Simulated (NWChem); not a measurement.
# SbH2Cl (SMILES [Cl][SbH2]) at wB97X/def2-TZVP (core potential)

Aim: the electronic atomisation energy of SbH2Cl at wB97X/def2-TZVP (core potential), from 4 runs. 

The calculation is run with NWChem 7.3.0.

## (1) The system as given

SbH2Cl: 4 atoms, total charge 0, spin state singlet. As SMILES, `[Cl][SbH2]`. The shape is that of a PBE0-D4/def2-TZVP optimisation.

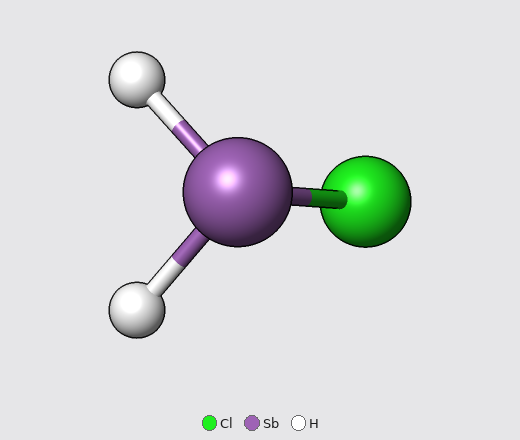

Viewed from a chosen angle; chlorine green, antimony purple, hydrogen white.

## (2) The energy at wB97X/def2-TZVP (core potential) (run 1)

Input file struct.nw:

```
start struct
memory total 2200 mb
charge 0

geometry units angstrom noautosym nocenter noautoz
  Cl   -1.784500    0.288700   -0.631500
  Sb    0.502100   -0.275300   -0.577600
  H     0.379700   -1.183700    0.868900
  H     0.958300    1.110000    0.319900
end

basis spherical bse
  * library def2-TZVP
end

ecp bse
  Sb library def2-TZVP
end

dft
  xc wb97x
  grid lebedev 75 11
  convergence energy 1e-08
  maxiter 100
  mulliken
  noprint "final vectors analysis"
end

task dft energy
```

Launch:

```console
nwchem struct.nw > struct.out
```

Output:

```text
[...]
          Wavefunction type:  closed shell.
          No. of atoms     :     4
          No. of electrons :    42
[...]
          Charge           :     0
          Spin multiplicity:     1
[...]
          AO basis - number of functions:    99
[...]
              XC Information
              --------------
                       wb97x  Method XC Functional
                     Hartree-Fock (Exact) Exchange  1.000
                         wb97x Exchange Functional  1.000
                      wb97x Correlation Functional  1.000
[...]
 d= 0,ls=0.0,diis     1   -701.6936070513 -8.10D+02  7.82D-03  6.23D-01     6.0
[...]
 d= 0,ls=0.0,diis     9   -701.7289233732 -8.29D-09  2.73D-06  5.47D-09    50.1
         Total DFT energy =     -701.728923373157
      One electron energy =    -1272.460079838067
           Coulomb energy =      510.936421959834
    Exchange-Corr. energy =      -48.432393010366
 Nuclear repulsion energy =      108.227127515442
[...]
      Total Density - Mulliken Population Analysis
     ---------------------------------------------
    Atom       Charge   Shell Charges
 -----------   ------   -------------------------------------------------------
    1 Cl  17    17.36   2.01  0.43  1.52  1.11  0.85  4.19  1.67  1.13  2.84  1.57  0.00  0.03  0.00
    2 Sb  23    22.59   0.16 -0.67  1.62  0.90  1.13  0.65 -0.47  6.43  0.95  1.35  0.31  8.98  1.03  0.18  0.00  0.04
    3 H    1     1.02   0.23  0.54  0.25  0.01
    4 H    1     1.02   0.23  0.54  0.25  0.01
[...]
```

It took 51 s on 1 thread of Intel Xeon Platinum 8488C (Sapphire Rapids), shared host; peak memory 0.12 GiB.

## (3) The Cl atom at the same level (run 2)

Input file sp.nw:

```
start sp
title "Cl"
memory 2200 mb
geometry units angstroms noautosym nocenter noautoz
  Cl     0.000000     0.000000     0.000000
end
basis spherical bse
  * library def2-TZVP
end
dft
  xc wb97x
  mult 2
  grid lebedev 75 11
  convergence energy 1e-08
  maxiter 100
  mulliken
  print low
end
task dft energy
```

Launch:

```console
nwchem sp.nw > sp.out
```

Output:

```text
[...]
 d= 0,ls=0.0,diis     1   -460.1351620633 -4.60D+02  2.93D-03  1.11D-01     0.2
[...]
 d= 0,ls=0.0,diis     7   -460.1467490628 -1.78D-09  2.56D-07  3.67D-11     1.1
[...]
         Total DFT energy =     -460.146749062793
      One electron energy =     -635.068077231814
           Coulomb energy =      203.125850463466
    Exchange-Corr. energy =      -28.204522294445
 Nuclear repulsion energy =        0.000000000000
[...]
      Total Density - Mulliken Population Analysis
     ---------------------------------------------
    Atom       Charge   Shell Charges
 -----------   ------   -------------------------------------------------------
    1 Cl  17    17.00   2.01  0.43  1.52  1.15  0.88  4.19  1.67  1.12  2.65  1.38  0.00  0.00  0.00
     --------------------------------------------
      Spin Density - Mulliken Population Analysis
     --------------------------------------------
    Atom       Charge   Shell Charges
 -----------   ------   -------------------------------------------------------
    1 Cl  17     1.00   0.00  0.00 -0.00  0.02 -0.02  0.04 -0.02  0.19  0.60  0.20  0.00  0.00  0.00
[...]
      <S2> =      0.7534 (Exact =     0.7500)
[...]
```

It took 1.9 s on 1 thread of Intel Xeon Platinum 8488C (Sapphire Rapids), shared host; peak memory 0.1 GiB.

Run 3 isn't shown in full; the table further down has it.

## (4) The Sb atom, same level (run 4)

Input file mymol.nw:

```
start mymol
title "Sb"
memory stack 880 mb heap 220 mb global 1100 mb

geometry units angstrom noautosym nocenter noautoz
  Sb    0.000000    0.000000    0.000000
end

basis "ao basis" spherical bse
  * library def2-TZVP
end

ecp bse
  Sb library def2-TZVP
end

dft
  xc wb97x
  mult 4
  grid lebedev 75 11
  convergence energy 1e-08
  iterations 100
  mulliken
  print low
end

task dft energy
```

Run the same way, it converges to -240.24175 Eh (log not shown).

## (5) All runs side by side

| run | level | core potential | partner | energy (Eh) | wall time |
| --- | --- | --- | --- | --- | --- |
| 1 | wB97X/def2-TZVP (core potential) | def2-TZVP | base | -701.728923 | 51 s |
| 2 | U-wB97X/def2-TZVP | – | atoms | -460.146749 | 1.9 s |
| 3 | U-wB97X/def2-TZVP | – | atoms | -0.501393 | 0.76 s |
| 4 | U-wB97X/def2-TZVP (core potential) | def2-TZVP | atoms | -240.241751 | 3.3 s |

## (6) Outcome

Level: wB97X/def2-TZVP (core potential).

| quantity | value |
| --- | --- |
| Sb atom: total energy | -240.24175 Eh |
| Sb atom: ⟨S²⟩ | 3.751 |
| electronic atomisation energy | 9.188 eV |

Taking the molecule apart into free atoms costs 9.19 eV (212 kcal/mol), before zero-point energy and without spin-orbit coupling. All runs together took 57 s, the longest 51 s.
